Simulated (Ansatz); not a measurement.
## Nudged elastic band, with input and output: Si$_{2}$NH$_{9}$O (part 2 of 2)

The same run, continued: Si$_{2}$NH$_{9}$O; RHF/6-31G* (Ansatz 0.2.0). One setting was made poor on purpose. It belongs to a series of runs on one base structure; here: band between the two ends.

Geometry of the input (Å):
```
Si -0.2316  1.0045  0.1444
N  0.0017  0.0157  1.5706
H  -0.8259  -0.2444  2.0722
H  0.6857  0.3370  2.2292
H  1.0862  1.2035  -0.4784
H  -0.8221  2.3314  0.4274
H  -1.1384  0.2761  -0.7581
O  1.3298  -2.5067  0.6521
Si 0.6716  -3.9638  0.9952
H  1.4950  -4.9971  0.3444
H  0.6351  -4.2285  2.4529
H  -0.7210  -4.0755  0.5019
H  0.8966  -1.7128  0.9631
```

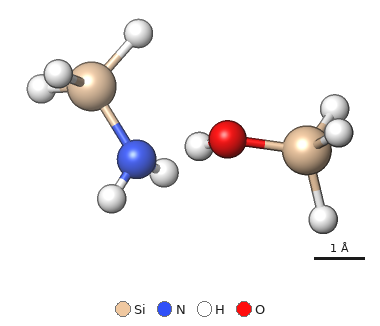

**Figure 1.** The starting structure (ball-and-stick view, seen at a tilt).

```
Total energy: -19384.69405836 eV, -712.3743672273 hartree
Atom 0 at     0.019926     0.239826     0.092520 Å, force     0.013758    -0.009424    -0.007530 eV/Å
Atom 1 at     0.055452     0.076787     1.945370 Å, force    -0.022178    -0.009254     0.018877 eV/Å
Atom 2 at    -0.825393     0.254731     2.396403 Å, force     0.012647     0.017180     0.006750 eV/Å
Atom 3 at     0.768865     0.614347     2.406805 Å, force    -0.006209     0.006666    -0.009290 eV/Å
Atom 4 at     1.353860     0.084130    -0.471908 Å, force     0.001296    -0.000737     0.001416 eV/Å
Atom 5 at    -0.309430     1.685090    -0.033611 Å, force     0.001017     0.002563     0.004347 eV/Å
Atom 6 at    -1.123893    -0.473826    -0.461905 Å, force     0.000345    -0.000746    -0.000259 eV/Å
Atom 7 at     0.550405    -2.001346     0.923149 Å, force    -0.027918     0.045463     0.003981 eV/Å
Atom 8 at     0.565106    -3.577025     0.671669 Å, force     0.006338    -0.022825     0.014554 eV/Å
Atom 9 at     1.350510    -3.969016    -0.530780 Å, force    -0.006648     0.005066    -0.002188 eV/Å
Atom 10 at     1.156161    -4.341100     1.807050 Å, force     0.004363     0.004416     0.002752 eV/Å
Atom 11 at    -0.794752    -4.158452     0.474411 Å, force     0.006260     0.001435    -0.007226 eV/Å
Atom 12 at     0.295982    -0.994746     1.897624 Å, force     0.016930    -0.039801    -0.026186 eV/Å
Dipole moment:    -0.249428     1.228993     0.568214 e Å
this run last wrote the band of iteration 14 to [file]
```

## The last band as extended XYZ (Å, eV, eV/Å)
```
13
Properties=species:S:1:pos:R:3:forces:R:3 image=0 energy=-19386.05206
Si   -0.2316    1.0045    0.1444    0.0041  -0.0080   0.0109
N     0.0017    0.0157    1.5706    0.0026   0.0151  -0.0036
H    -0.8259   -0.2444    2.0722    0.0037  -0.0009  -0.0002
H     0.6857    0.3370    2.2292   -0.0116  -0.0034  -0.0145
H     1.0862    1.2035   -0.4784   -0.0010   0.0013   0.0026
H    -0.8221    2.3314    0.4274    0.0036  -0.0126  -0.0026
H    -1.1384    0.2761   -0.7581   -0.0010   0.0082   0.0061
O     1.3298   -2.5067    0.6521    0.0053   0.0022  -0.0040
Si    0.6716   -3.9638    0.9952   -0.0042  -0.0193   0.0056
H     1.4950   -4.9971    0.3444   -0.0146   0.0229   0.0132
H     0.6351   -4.2285    2.4529   -0.0008   0.0053  -0.0237
H    -0.7210   -4.0755    0.5019    0.0195   0.0029   0.0073
H     0.8966   -1.7128    0.9631   -0.0056  -0.0136   0.0029
13
Properties=species:S:1:pos:R:3:forces:R:3 image=1 energy=-19386.04460
Si   -0.2404    0.8261    0.1117    0.0016   0.0022   0.0095
N     0.0179    0.1055    1.6860   -0.0026   0.0085  -0.0142
H    -0.7988   -0.0702    2.2391    0.0026  -0.0063   0.0003
H     0.7099    0.5400    2.2659   -0.0008  -0.0053   0.0021
H     1.0717    0.9428   -0.5424   -0.0010   0.0035  -0.0014
H    -0.8604    2.1682    0.1622   -0.0014  -0.0006   0.0042
H    -1.1340   -0.0660   -0.6449   -0.0013   0.0039  -0.0016
O     1.4189   -2.4319    0.9527   -0.0130  -0.0093   0.0002
Si    0.6584   -3.8801    0.9170    0.0101   0.0060  -0.0014
H     1.4230   -4.7740    0.0325    0.0017  -0.0070   0.0042
H     0.5707   -4.5020    2.2565   -0.0034   0.0035   0.0064
H    -0.7249   -3.7555    0.4038   -0.0016  -0.0014  -0.0027
H     0.9507   -1.6636    1.2766    0.0091   0.0023  -0.0055
13
Properties=species:S:1:pos:R:3:forces:R:3 image=2 energy=-19386.01620
Si   -0.1835    0.7023    0.0976    0.0011   0.0063   0.0126
N    -0.0593    0.2022    1.7711   -0.0092   0.0200  -0.0310
H    -0.9068    0.1958    2.3052    0.0124  -0.0137   0.0016
H     0.6609    0.6401    2.3131   -0.0126  -0.0144   0.0017
H     1.1598    0.6187   -0.4931   -0.0075   0.0179  -0.0013
H    -0.6902    2.0809   -0.0797   -0.0079   0.0051   0.0081
H    -1.1184   -0.2185   -0.5707   -0.0015   0.0119  -0.0082
O     1.2975   -2.3484    1.1122    0.0055  -0.0240  -0.0078
Si    0.6764   -3.8404    0.8588    0.0120   0.0077   0.0084
H     1.3306   -4.4207   -0.3264   -0.0017  -0.0168   0.0105
H     0.9101   -4.7378    2.0089   -0.0065  -0.0130   0.0111
H    -0.7847   -3.7864    0.6266   -0.0044   0.0123  -0.0021
H     0.7704   -1.6484    1.4932    0.0202   0.0005  -0.0037
13
Properties=species:S:1:pos:R:3:forces:R:3 image=3 energy=-19385.88616
Si   -0.0889    0.5248    0.1426   -0.0196   0.0946   0.0069
N    -0.0454    0.2591    1.8799   -0.0499   0.0682   0.0320
H    -0.8965    0.4198    2.3823   -0.0111   0.0483  -0.0112
H     0.7106    0.6856    2.3804   -0.0172   0.0119  -0.0279
H     1.2451    0.2747   -0.4166   -0.0281   0.0662   0.0284
H    -0.4733    1.9113   -0.1905   -0.0464   0.0917  -0.0466
H    -1.1073   -0.3733   -0.4284    0.0137   0.0475   0.0097
O     0.8863   -2.1623    0.9912    0.1487  -0.0204  -0.0247
Si    0.6365   -3.7533    0.7540   -0.0046  -0.0694   0.0495
H     1.3558   -4.1157   -0.4785   -0.0061  -0.0500   0.0154
H     1.1605   -4.5545    1.8781   -0.0053  -0.0785   0.0190
H    -0.7939   -4.0945    0.5898   -0.0093   0.0261   0.0189
H     0.4734   -1.5823    1.6324    0.0352  -0.2361  -0.0695
13
Properties=species:S:1:pos:R:3:forces:R:3 image=4 energy=-19384.69406
Si    0.0199    0.2398    0.0925    0.0138  -0.0094  -0.0075
N     0.0555    0.0768    1.9454   -0.0222  -0.0093   0.0189
H    -0.8254    0.2547    2.3964    0.0126   0.0172   0.0067
H     0.7689    0.6143    2.4068   -0.0062   0.0067  -0.0093
H     1.3539    0.0841   -0.4719    0.0013  -0.0007   0.0014
H    -0.3094    1.6851   -0.0336    0.0010   0.0026   0.0043
H    -1.1239   -0.4738   -0.4619    0.0003  -0.0007  -0.0003
O     0.5504   -2.0013    0.9231   -0.0279   0.0455   0.0040
Si    0.5651   -3.5770    0.6717    0.0063  -0.0228   0.0146
H     1.3505   -3.9690   -0.5308   -0.0066   0.0051  -0.0022
H     1.1562   -4.3411    1.8071    0.0044   0.0044   0.0028
H    -0.7948   -4.1585    0.4744    0.0063   0.0014  -0.0072
H     0.2960   -0.9947    1.8976    0.0169  -0.0398  -0.0262
13
Properties=species:S:1:pos:R:3:forces:R:3 image=5 energy=-19385.47525
Si    0.1112   -0.2165    0.0955   -0.0024  -0.1870  -0.0113
N     0.1025    0.0617    2.1334   -0.0188  -0.0267   0.0669
H    -0.8098    0.3393    2.4506    0.0098   0.0428   0.0265
H     0.7579    0.7606    2.4332    0.0042   0.0679   0.0059
H     1.4061   -0.0588   -0.6015    0.0050  -0.0595  -0.0438
H    -0.2223    1.2790    0.1379    0.0429  -0.1555   0.0692
H    -1.1118   -0.5805   -0.6577    0.0161  -0.0829  -0.0882
O     0.4196   -1.8482    0.6829   -0.0219   0.0620  -0.1448
Si    0.4969   -3.4522    0.5057   -0.0339   0.0478  -0.0403
H     1.3242   -3.8745   -0.6446   -0.0041   0.0425  -0.0336
H     1.0932   -4.0775    1.7151   -0.0130   0.1210  -0.0241
H    -0.8445   -4.0608    0.3478   -0.0032   0.0365  -0.0423
H     0.3396   -0.8321    2.5186    0.0194   0.0910   0.2600
13
Properties=species:S:1:pos:R:3:forces:R:3 image=6 energy=-19386.06713
Si    0.0787   -0.3578   -0.1921   -0.0978  -0.0854  -0.1964
N     0.2737    0.1421    2.3964    0.0956   0.0589   0.2266
H    -0.6783    0.3681    2.6180    0.0878   0.0019   0.0962
H     0.8639    0.8504    2.7810    0.0714   0.0544   0.2247
H     1.4343   -0.0732   -0.6965    0.0187  -0.0076  -0.0683
H    -0.4687    0.9430    0.2283   -0.1707  -0.2178   0.0611
H    -0.8747   -0.6989   -1.2666    0.1592  -0.1027  -0.4395
O     0.1674   -1.7979    0.6356   -0.0961   0.0125  -0.0707
Si    0.3910   -3.4060    0.4781   -0.0739   0.0375   0.0268
H     1.2594   -3.7499   -0.6676   -0.0315   0.0909  -0.0064
H     1.0304   -3.9459    1.6974   -0.0262   0.1045  -0.0034
H    -0.9052   -4.0872    0.3081   -0.0231  -0.0304  -0.0315
H     0.4906   -0.7474    2.7969    0.0866   0.0833   0.1806
13
Properties=species:S:1:pos:R:3:forces:R:3 image=7 energy=-19386.58552
Si    0.0131   -0.4422   -0.3676    0.0175  -0.0566   0.0243
N     0.4627    0.3164    2.5675    0.0729  -0.0369   0.0423
H    -0.5080    0.4370    2.7850    0.0122   0.0691   0.0509
H     0.9900    0.9569    3.1286   -0.0269   0.0469   0.0590
H     1.3502    0.1382   -0.5508    0.0086   0.0410  -0.0211
H    -0.9309    0.5440    0.1619   -0.0833  -0.0458   0.0329
H    -0.5132   -0.8409   -1.6914    0.0706  -0.0171  -0.1219
O     0.0988   -1.8158    0.5381   -0.1127  -0.0002  -0.0558
Si    0.2971   -3.4320    0.4402    0.0317   0.0227   0.0142
H     1.1945   -3.7814   -0.6787   -0.0079  -0.0210  -0.0041
H     0.8950   -3.9176    1.6974   -0.0087   0.0050   0.0066
H    -0.9965   -4.1103    0.2397   -0.0145  -0.0027  -0.0074
H     0.7101   -0.6130    2.8469    0.0406  -0.0045  -0.0200
13
Properties=species:S:1:pos:R:3:forces:R:3 image=8 energy=-19386.64050
Si   -0.0400   -0.4612   -0.5220    0.0004  -0.0169  -0.0033
N     0.4635    0.4177    2.7371   -0.0083  -0.0099   0.0117
H    -0.3371    0.4015    3.3411    0.0266  -0.0029  -0.0161
H     1.1567    0.9976    3.1714   -0.0069  -0.0129  -0.0038
H     1.1159    0.4419   -0.4551    0.0031  -0.0033   0.0107
H    -1.2610    0.1935   -0.0331    0.0016  -0.0051   0.0022
H    -0.2549   -0.8234   -1.9421   -0.0011  -0.0068   0.0081
O     0.2613   -1.8375    0.3232   -0.0013   0.0261  -0.0179
Si    0.2769   -3.4636    0.4193   -0.0040   0.0014   0.0113
H     1.2149   -4.0406   -0.5627   -0.0038   0.0041   0.0046
H     0.7054   -3.8527    1.7757   -0.0014   0.0029  -0.0143
H    -1.0673   -4.0186    0.1672    0.0066   0.0003   0.0003
H     0.8286   -0.5152    2.6967   -0.0113   0.0231   0.0065
```
